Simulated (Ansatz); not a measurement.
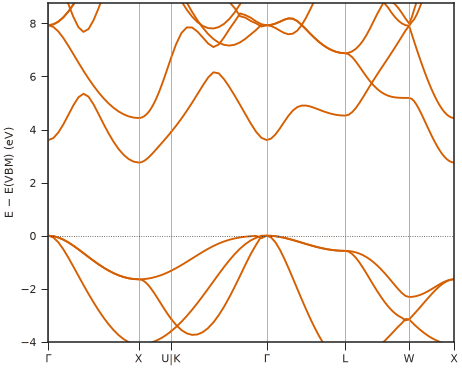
Band structure from PBE in the plane-wave PAW code Ansatz

### Question
Read off the gap and where the band edges lie.

### Answer
About 2.8 eV (2.76 eV by a search for the band edges); maximum at Γ, minimum at X.

### Question
Pick the material that matches.
(A) CaO, rock salt
(B) MgS, rock salt
(C) ZnS, zinc blende
(D) MgO, rock salt

### Answer
B, MgS, rock salt

Space group Fm-3m (rock salt). The PBE relaxation kept the symmetry of its start.

Potentials: the earlier of the program's two PAW sets.
